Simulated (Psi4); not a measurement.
**SnCl4 (tin tetrachloride): M06-L/def2-SVP (core potential, ints tolerance 1e-12, sweep point 6)**

Aim: the vertical electron affinity of SnCl4 (tin tetrachloride) at M06-L/def2-SVP (core potential, ints tolerance 1e-12, sweep point 6), from 2 runs. Input form: a Python script.

Program for the calculation: Psi4 1.11.

4 further runs of the same task are left out: 4 set aside as unsound or not needed. Runs told in other sessions of the task aren't counted.

## (1) The system as given

SnCl4: 5 atoms, total charge 0, spin state singlet. As SMILES, `[Cl][Sn]([Cl])([Cl])[Cl]`. The coordinates come from a PBE0-D4/def2-TZVP relaxation.

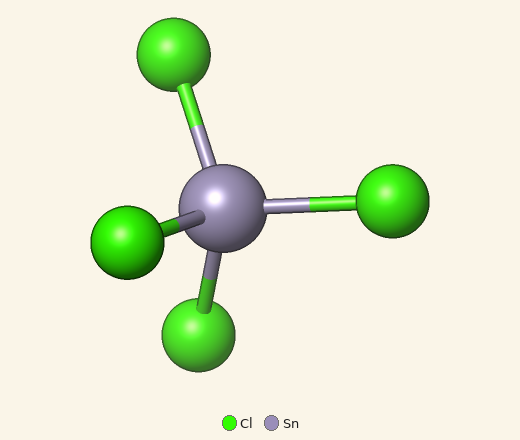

The structure, seen from a chosen angle (chlorine green, tin purple).

## (2) The energy at M06-L/def2-SVP (core potential, ints tolerance 1e-12, sweep point 6)

File cl4sn.py:

```python
import psi4

psi4.set_memory('1600 MB')
psi4.set_num_threads(1)
psi4.core.set_output_file('psi4.out', False)

geom = psi4.geometry("""
Cl    -1.096620    -0.161700     2.000940
Sn    -0.000010     0.000000    -0.000030
Cl     1.898840    -1.273760     0.066050
Cl    -1.361990    -0.748170    -1.678550
Cl     0.559780     2.183620    -0.388420
symmetry c1
""")

psi4.set_options({
    'basis': 'def2-SVP',
    'puream': True,
    'scf_type': 'direct',
    'dft_radial_points': 99,
    'dft_spherical_points': 590,
    'ints_tolerance': 1e-12,
    'maxiter': 60,
})

E, wfn = psi4.energy('m06-l', return_wfn=True)
print('E =', round(E, 9))
```

On the command line:

```
$ python cl4sn.py
```

psi4.out:

```text
[...]
    !!!  WARNING: ECP capability is in beta. Please check occupations closely.  !!!
[...]
  Running in c1 symmetry.
[...]
  Nuclear repulsion =  591.733398551291884
[...]
  Multiplicity = 1
[...]
  Nalpha       = 45
  Nbeta        = 45
[...]
    Number of basis functions: 98
[...]
   @DF-RKS iter   1: -2054.79457484450222   -9.82396e-01   4.28055e-03 ADIIS/DIIS
[...]
   @RKS iter   9: -2054.87297316551940   -5.30235e-10   8.39970e-08 DIIS
[...]
    Orbital Energies [Eh]
    ---------------------
    Doubly Occupied:
       1A   -101.164417     2A   -101.164344     3A   -101.164337
       4A   -101.164330     5A     -9.433816     6A     -9.433805
       7A     -9.433797     8A     -9.433790     9A     -7.144941
      10A     -7.144934    11A     -7.144926    12A     -7.144920
      13A     -7.136852    14A     -7.136849    15A     -7.136845
      16A     -7.136839    17A     -7.136835    18A     -7.136831
      19A     -7.136827    20A     -7.136824    21A     -5.129789
      22A     -3.482704    23A     -3.482703    24A     -3.482703
      25A     -1.089189    26A     -1.089187    27A     -1.089186
      28A     -1.083746    29A     -1.083745    30A     -0.828498
      31A     -0.796873    32A     -0.796863    33A     -0.796856
      34A     -0.508566    35A     -0.397201    36A     -0.397194
[...]
  @RKS Final Energy: -2054.87297316551940
   => Energetics <=
    Nuclear Repulsion Energy =            591.7333985512918844
    One-Electron Energy =               -4097.1815747565779020
    Two-Electron Energy =                1582.0442935524215500
    DFT Exchange-Correlation Energy =    -131.4690905126548159
    Empirical Dispersion Energy =           0.0000000000000000
    VV10 Nonlocal Energy =                  0.0000000000000000
    Total Energy =                      -2054.8729731655193973
[...]
 Multipole Moments:
 ------------------------------------------------------------------------------------
     Multipole            Electronic (a.u.)      Nuclear  (a.u.)        Total (a.u.)
 ------------------------------------------------------------------------------------
 L = 1.  Multiply by 2.5417464519 to convert [e a0] to [Debye]
 Dipole X            :         -0.0006391            0.0004616           -0.0001775
 Dipole Y            :          0.0000571           -0.0000923           -0.0000352
 Dipole Z            :         -0.0014038            0.0012924           -0.0001114
 Magnitude           :                                                    0.0002125
[...]
```

On the terminal:

```text
E = -2054.872973166
```

Run time: 25 s. Hardware: 1 thread of Intel Xeon Platinum 8259CL at 2.50GHz (Skylake/Cascade Lake), shared host; peak memory 0.89 GiB.

## (3) The doublet anion, same level

File calc.py:

```python
import psi4

psi4.set_memory(1600000000)
psi4.set_num_threads(1)
psi4.core.set_output_file('output.dat', False)

molecule = psi4.geometry("""
-1 2
Cl    -1.096620    -0.161700     2.000940
Sn    -0.000010     0.000000    -0.000030
Cl     1.898840    -1.273760     0.066050
Cl    -1.361990    -0.748170    -1.678550
Cl     0.559780     2.183620    -0.388420
symmetry c1
""")

options = {'basis': 'def2-SVP', 'reference': 'uks', 'puream': True, 'scf_type': 'direct', 'dft_radial_points': 99, 'dft_spherical_points': 590, 'ints_tolerance': 1e-12, 'maxiter': 100}
psi4.set_options(options)

E = psi4.energy('M06-L', molecule=molecule)
print(f'M06-L energy: {E:.10f} Eh')
```

On the command line:

```
$ python calc.py
```

output.dat:

```text
[...]
    !!!  WARNING: ECP capability is in beta. Please check occupations closely.  !!!
[...]
  Running in c1 symmetry.
[...]
  Nuclear repulsion =  591.733398551291884
[...]
  Multiplicity = 2
[...]
  Nalpha       = 46
  Nbeta        = 45
[...]
    Number of basis functions: 98
[...]
   @DF-UKS iter   1: -2054.75338813466624   -9.41210e-01   5.82941e-03 ADIIS/DIIS
[...]
   @UKS iter  10: -2054.91182464904614   -4.06544e-10   8.78282e-08 DIIS
[...]
   @S^2 Observed:                7.509857078E-01
[...]
    Orbital Energies [Eh]
    ---------------------
    Alpha Occupied:
       1A   -100.942204     2A   -100.942132     3A   -100.942123
       4A   -100.942120     5A     -9.213460     6A     -9.213445
       7A     -9.213438     8A     -9.213436     9A     -6.923315
      10A     -6.923302    11A     -6.923296    12A     -6.923295
      13A     -6.917607    14A     -6.917604    15A     -6.917596
      16A     -6.917590    17A     -6.917588    18A     -6.917584
      19A     -6.917582    20A     -6.917581    21A     -4.872604
      22A     -3.226099    23A     -3.226097    24A     -3.226097
      25A     -0.837147    26A     -0.837145    27A     -0.837144
      28A     -0.831511    29A     -0.831509    30A     -0.617824
      31A     -0.588846    32A     -0.588837    33A     -0.588830
      34A     -0.297806    35A     -0.189501    36A     -0.189495
[...]
  @UKS Final Energy: -2054.91182464904614
   => Energetics <=
    Nuclear Repulsion Energy =            591.7333985512918844
    One-Electron Energy =               -4117.1558334329783975
    Two-Electron Energy =                1602.3920995270414096
    DFT Exchange-Correlation Energy =    -131.8814892944012058
    Empirical Dispersion Energy =           0.0000000000000000
    VV10 Nonlocal Energy =                  0.0000000000000000
    Total Energy =                      -2054.9118246490461388
  UHF NO Occupations:
  HONO-2 :   44  A 1.9999225
  HONO-1 :   45  A 1.9999224
[...]
 Multipole Moments:
 ------------------------------------------------------------------------------------
     Multipole            Electronic (a.u.)      Nuclear  (a.u.)        Total (a.u.)
 ------------------------------------------------------------------------------------
 L = 1.  Multiply by 2.5417464519 to convert [e a0] to [Debye]
 Dipole X            :         -0.0006303            0.0004616           -0.0001687
 Dipole Y            :          0.0000102           -0.0000923           -0.0000821
 Dipole Z            :         -0.0014630            0.0012924           -0.0001706
 Magnitude           :                                                    0.0002536
[...]
```

On the terminal:

```text
M06-L energy: -2054.9118246490 Eh
```

Wall time 35 s (1 thread of Intel Xeon Platinum 8259CL at 2.50GHz (Skylake/Cascade Lake), shared host); peak memory 0.89 GiB.

## (4) What came out

At M06-L/def2-SVP (core potential, ints tolerance 1e-12, sweep point 6):

| quantity | value |
| --- | --- |
| singlet SnCl4: total energy | -2054.87297 Eh |
| singlet SnCl4: dipole moment | 0.00 D |
| singlet SnCl4: HOMO energy | -8.58 eV |
| singlet SnCl4: LUMO energy | -3.83 eV |
| singlet SnCl4: HOMO–LUMO gap | 4.76 eV |
| doublet anion: total energy | -2054.91182 Eh |
| doublet anion: HOMO energy (highest over α and β) | 1.72 eV |
| doublet anion: LUMO energy (lowest over α and β) | 2.32 eV |
| doublet anion: ⟨S²⟩ | 0.751 |
| vertical electron affinity (to the doublet anion) | 1.057 eV |

At fixed nuclei the extra electron is bound by 1.06 eV (24 kcal/mol). The basis has no diffuse functions, so the error can be as large as this value. The HOMO (doublet anion) lies at positive energy, 1.72 eV, from the functional's self-interaction, a short basis or an electron that isn't bound; only total energies against the neutral tell.
